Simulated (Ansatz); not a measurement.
# Calculations on WH6OClF

**1. Relaxation**

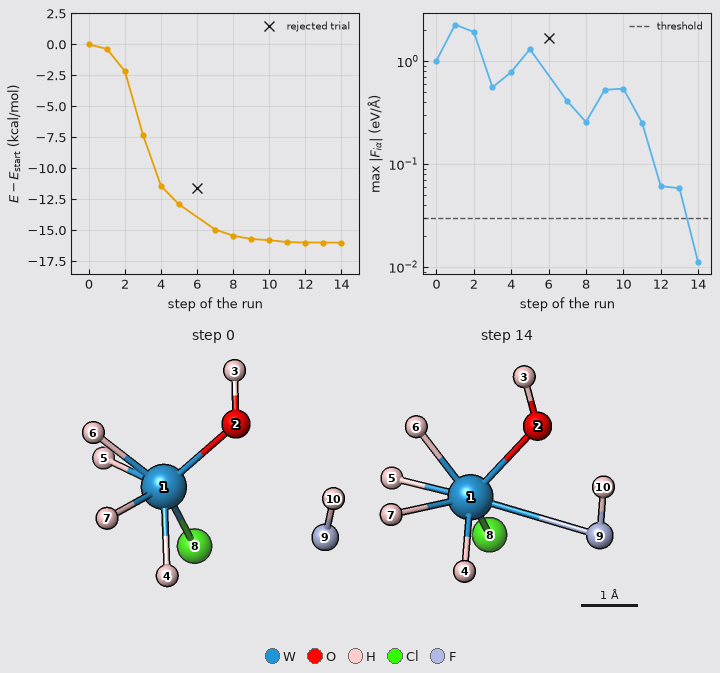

First and last geometry of a relaxation of WH6OClF, with the history of the run. Style: ball-and-stick. Shown from a free direction.

The run prepares an end point of a later path (reaction) calculation, from a guessed geometry.

Theory: RKS PBE0/def2-SVP (Ansatz). Set-up: no spin polarisation; force threshold 0.03 eV/Å; at most 50 steps.

### Read the history and describe the run.

It converged. Over 13 accepted moves (14 points after the start) the energy falls by 16.0 kcal/mol. The largest force component goes from 1 to 0.011 eV/Å. The line search rejected the trial step at point 6 of the run. The atom that moves furthest after the best rigid fit is H6 (0.57 Å). Largest moves by element: H 0.57 Å, F 0.33 Å, W 0.31 Å, Cl 0.30 Å, O 0.18 Å. Some distances before and after: W1–H10 3.168 → 2.482 Å, W1–F9 3.062 → 2.449 Å, W1–Cl8 2.348 → 2.301 Å, W1–H6 1.692 → 1.662 Å. New bonds form, among them: W1–F9 (3.06 → 2.45 Å). Bond angles that change, for instance: H5–W1–H7 101.9° → 61.6°, H4–W1–Cl8 76.7° → 110.3°, O2–W1–H6 92.1° → 75.9°.

Limits of the set-up: the start holds two separate molecules, 2.2 Å apart at their closest, whose relative position is a soft coordinate and is computed without a dispersion correction.

**2. Relaxation**

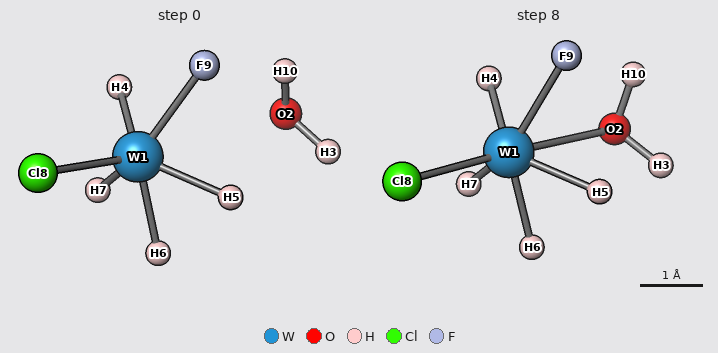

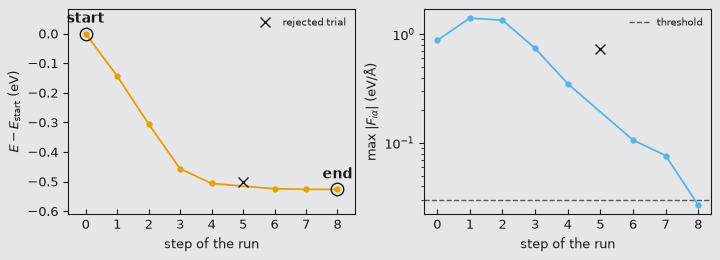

First and last geometry of a relaxation of WH$_{6}$OClF, with the history of the run. A ball-and-stick model, seen at a tilt.

The run prepares an end point of a later path (reaction) calculation, from a guessed geometry.

Method: Ansatz, RKS PBE0/def2-SVP.

The input:
```yaml
crystal:
  periodic: [false, false, false]
  atoms:
    - { symbol: W, position_ang: [0.195258, 0.175897, -0.497134] }
    - { symbol: O, position_ang: [0.225868, 0.100763, 2.623058] }
    - { symbol: H, position_ang: [-0.563288, 0.608416, 2.846933] }
    - { symbol: H, position_ang: [1.385143, -0.752746, 0.212777] }
    - { symbol: H, position_ang: [-0.867028, 1.16725, 0.327855] }
    - { symbol: H, position_ang: [-1.377437, -0.380192, -0.255022] }
    - { symbol: H, position_ang: [-0.103679, -1.466773, -0.266286] }
    - { symbol: Cl, position_ang: [0.368053, 0.463443, -2.700818] }
    - { symbol: F, position_ang: [1.293359, 1.446282, 0.374547] }
    - { symbol: H, position_ang: [0.87165, 0.79126, 2.347489] }
basis:
  gaussian: { orbitals: def2-SVP }
hamiltonian:
  xc: pbe0
relax:
  f_tol: 0.03
  max_steps: 50
```

Launched with:
```bash
ansatz run input.yaml --threads 2 --pin off --max-ram 3072MiB --backend cpu --events-out ev --progress --plain --runs-dir out
```

Q: Did the run converge, and what did it change?

A: It converged. O2 moves most after the best rigid fit: 0.61 Å. By element the largest moves are O 0.61 Å, H 0.50 Å, Cl 0.28 Å, F 0.22 Å, W 0.22 Å. Among the contacts that change: W1–O2 3.121 → 2.335 Å, W1–H3 3.456 → 2.820 Å, W1–H10 2.988 → 2.686 Å, W1–F9 1.892 → 1.950 Å. New bonds form, among them: W1–O2 (3.12 → 2.34 Å). Bond angles that change, for instance: H7–W1–Cl8 106.0° → 99.7°, H5–W1–H7 113.4° → 118.8°, H4–W1–H5 125.0° → 129.8°. The energy falls by 0.526 eV in 7 accepted moves (8 points after the start). Largest force component: 0.88 eV/Å at the start, 0.027 eV/Å at the end. The line search rejected the trial step at point 5 of the run.

**3. Path**

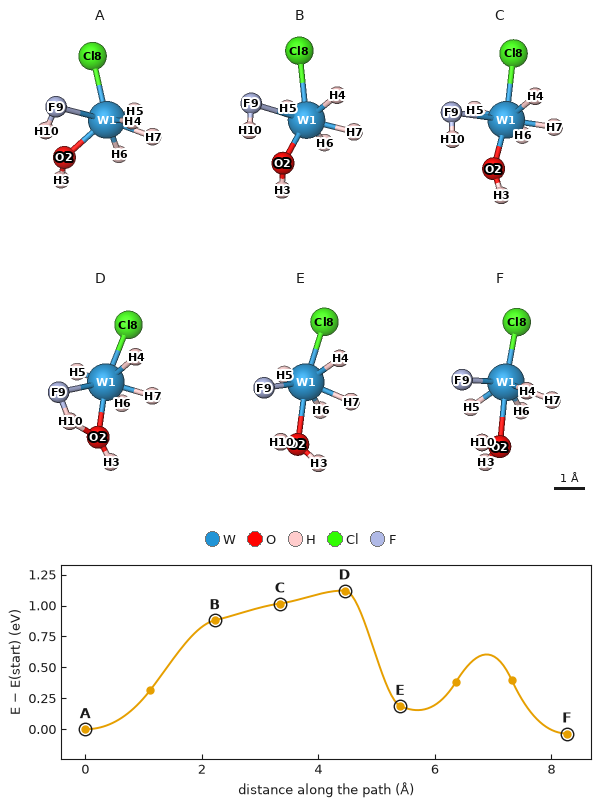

A search for the minimum-energy path of WH₆OClF by the nudged elastic band. Images are numbered from 0 (start) to 8 (end). Frames A to F are images 0, 2, 3, 4, 5, 8. Style: ball-and-stick. Shown at a tilt.

All numbers below come from RKS PBE0/def2-SVP (Ansatz). Set-up: 7 movable images; climbing image; force threshold 0.05 eV/Å; iteration limit 60; starting path through a guess of the saddle point.

What happens along the path, and what is the barrier?

The path has more than one stage, and so few images may leave a stage unresolved. Breaking: F9–H10 (0.96 → 1.06 at the top → 2.27 Å). Forming: O2–H10 (1.63 → 1.32 at the top → 0.97 Å). Forward barrier 1.12 eV, backward barrier 1.16 eV, with image 4 at the top; the reaction energy is −0.04 eV. The profile has 2 maxima (images 4, 7) with a dip at image 5 (+0.19 eV), so the process runs in steps. The band converged in 29 iterations. The largest component of the band force went from 31 to 0.035 eV/Å. The climbing image converged on the top of the path. Its vibrational analysis gives one imaginary mode (449i cm⁻¹), as a transition state must have.

Cost: 10 min on 2 threads of Arm Neoverse V2, with other jobs on the host, peak memory 0.25 GiB.
